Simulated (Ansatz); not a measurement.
# CCSD/STO-3G run of AlF3 (SMILES [F][Al]([F])[F])

What is the energy change on altering one bond length of AlF3 at CCSD/STO-3G? 

Program for the calculation: Ansatz 0.2.0.

38 further runs of the same task are left out: 6 that didn't finish, 32 set aside as unsound or not needed.

## (1) The system as given

The species is AlF3 (4 atoms), meant as a singlet with charge 0. As SMILES, `[F][Al]([F])[F]`. The shape comes from GFN2-xTB, which is rough for such elements, and wasn't checked as a minimum.

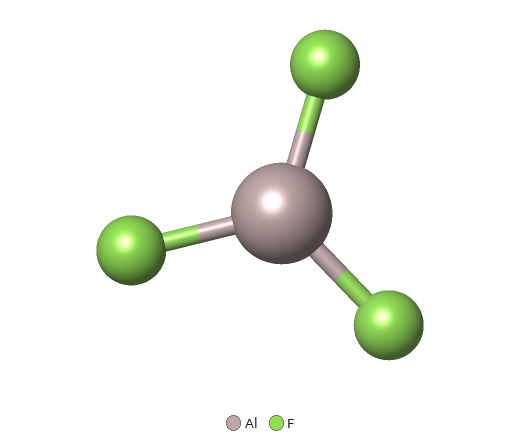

The structure, seen from a chosen angle (aluminium light grey, fluorine green).

## (2) The energy at CCSD/STO-3G

run.yaml

```yaml
basis:
  gaussian:
    orbitals: STO-3G
crystal:
  periodic: [false, false, false]
  atoms:
    - {symbol: Al, position_ang: [-0.000200, -0.000290, -0.001260]}
    - {symbol: F, position_ang: [1.630840, -0.027090, 0.013490]}
    - {symbol: F, position_ang: [-0.791540, 1.425990, -0.016640]}
    - {symbol: F, position_ang: [-0.839100, -1.398610, 0.004400]}
total_charge: 0
correlation:
  method: ccsd
  frozen_orbitals: {Al: 5, F: 1}
accuracy: high
scf:
  omitted_lower_state_checks: [cluster_reference, increment]
```

Command:

```bash
$ ansatz run run.yaml --threads 1 --pin off --max-ram 2610MiB --events-out events.jsonl --progress --plain --runs-dir runs
```

The program printed, cut to the lines that bear on the results:

```text
Warning: RAYON_NUM_THREADS=1 ignored (pool sized by the plan → 1); use --threads N
Functional definition: HF
  name "HF"
[...]
448 factors; integrals over basis functions are off by at most 4.3e-8 eV
[...]
mean field -14510.40580721 eV, -533.2475779086 hartree, gradient 9.6e-8 eV, S^2 0.000000; 0 other end points of the search recorded, 0 dependent functions left out
8 core orbitals not correlated: weight in the atoms' cores, before any rotation towards them, 1.000 or more for the frozen orbitals, at most 0.000 for the correlated occupied ones
reference -14510.40580721 eV, -533.2475779086 hartree; 12, 12 occupied and 4, 4 virtual orbitals, 448 factors
second order -1.92239807 eV of doubles, -0.00000000 eV of singles
cycle   1  -2.01276315 eV  change   -9.0e-2 eV  update   8.6e-2
[...]
cycle  18  -2.24971815 eV  change  -8.1e-10 eV  update   1.0e-9
Total energy: -14512.65552536 eV, -533.3302535257 hartree
Checks for a lower state left out: cluster_reference, increment
```

It took 0.22 s on 1 thread of Arm Neoverse V1, shared host.

## (3) The distorted shape

molecule.yaml

```yaml
crystal:
  periodic: [false, false, false]
  atoms:
    - {symbol: Al, position_ang: [0.197650, -0.356888, 0.002585]}
    - {symbol: F, position_ang: [1.828690, -0.383688, 0.017335]}
    - {symbol: F, position_ang: [-0.791540, 1.425990, -0.016640]}
    - {symbol: F, position_ang: [-0.641250, -1.755208, 0.008245]}
basis:
  gaussian:
    orbitals: STO-3G
correlation:
  method: ccsd
  frozen_orbitals: {Al: 5, F: 1}
accuracy: high
scf:
  omitted_lower_state_checks: [cluster_reference, increment]
```

Command:

```bash
$ ansatz run molecule.yaml --threads 1 --pin off --max-ram 2610MiB --events-out events.jsonl --progress --plain --runs-dir runs
```

The program printed, cut to the lines that bear on the results:

```text
Warning: RAYON_NUM_THREADS=1 ignored (pool sized by the plan → 1); use --threads N
Functional definition: HF
  name "HF"
[...]
432 factors; integrals over basis functions are off by at most 4.3e-8 eV
[...]
mean field -14508.11794055 eV, -533.1635003598 hartree, gradient 1.5e-8 eV, S^2 0.000000; 0 other end points of the search recorded, 0 dependent functions left out; unrestricted orbitals would lower it
8 core orbitals not correlated: weight in the atoms' cores, before any rotation towards them, 1.000 or more for the frozen orbitals, at most 0.000 for the correlated occupied ones
reference -14508.11794055 eV, -533.1635003598 hartree; 12, 12 occupied and 4, 4 virtual orbitals, 432 factors
second order -2.22621247 eV of doubles, -0.00000000 eV of singles
cycle   1  -2.43661858 eV  change   -2.1e-1 eV  update   1.1e-1
[...]
cycle  24  -2.80804851 eV  change   -1.5e-9 eV  update  8.2e-10
Total energy: -14510.92598906 eV, -533.2666942391 hartree
Checks for a lower state left out: cluster_reference, increment
```

Run time: 0.24 s. Hardware: 1 thread of Arm Neoverse V1, shared host.

## (4) Summary of results

At CCSD/STO-3G, 8 core orbitals frozen:

| quantity | value |
| --- | --- |
| first shape: total energy | -533.33025 Eh |
| first shape: correlation energy (8 core orbitals frozen) | -82.7 mEh |
| first shape: T1 diagnostic | 0.015 |
| distorted shape: total energy | -533.26669 Eh |
| distorted shape: correlation energy (8 core orbitals frozen) | -103.2 mEh |
| distorted shape: T1 diagnostic | 0.018 |
| energy change with the Al1–F3 bond stretched from 1.631 to 2.039 Å | 1.730 eV |

With the Al1–F3 bond stretched from 1.631 to 2.039 Å the energy rises by 1.73 eV (40 kcal/mol). The first shape isn't relaxed at this level, so the change isn't measured from a minimum. The minimal basis adds a large error of its own. The restricted solution (distorted shape) is unstable to spin breaking: an unrestricted one lies lower.
